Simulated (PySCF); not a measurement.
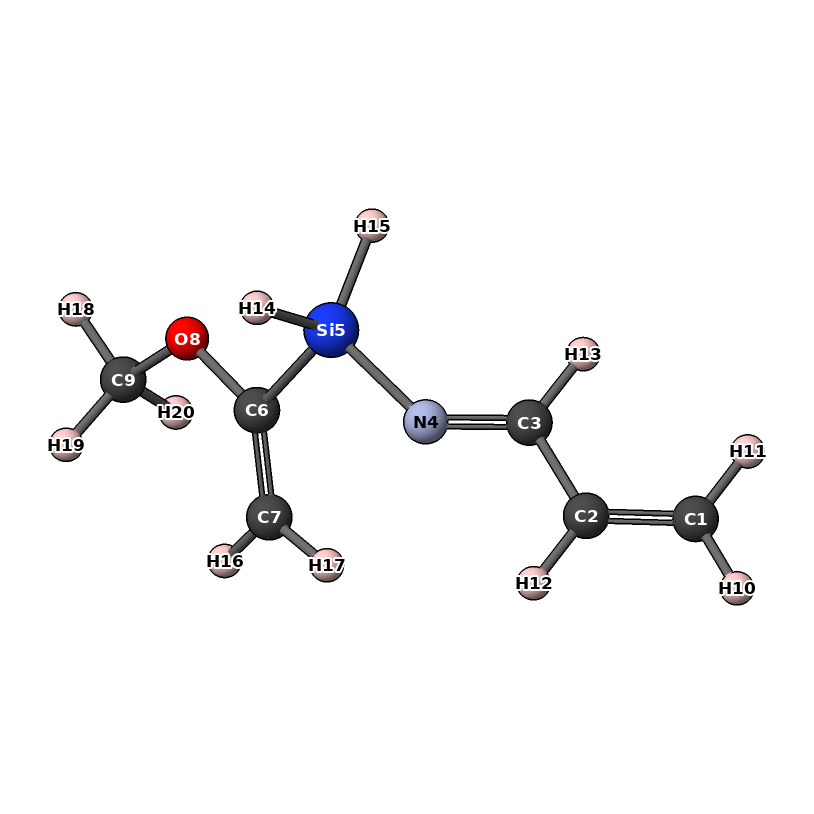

The questions are on isotropic NMR shieldings of the C atoms. The geometry was computed by an optimisation with GFN2-xTB. No frequency run is at hand to confirm it as a minimum. Level of theory: GIAO PBE0/pcSseg-1 NMR shielding, non-relativistic, gas phase (PySCF 2.14.0).

Q: Which C atom is the most shielded (lowest chemical shift)?

A: C9 (131.2 ppm).

Q: Which C atom is the least shielded (highest chemical shift)?

A: C3 (8.5 ppm).

Q: How wide is the range of C shifts?

A: 122.7 ppm.

List the isotropic NMR shieldings of the C atoms.

```json
{"atom": "C1", "σ (ppm)": "47.7"}
{"atom": "C2", "σ (ppm)": "35.7"}
{"atom": "C3", "σ (ppm)": "8.5"}
{"atom": "C6", "σ (ppm)": "15.4"}
{"atom": "C7", "σ (ppm)": "87.8"}
{"atom": "C9", "σ (ppm)": "131.2"}
```

The geometry is semi-empirical. Around Si such bond lengths and angles can be off by a tenth of an ångström or more and by several degrees, and values that hang on the shape move with them.
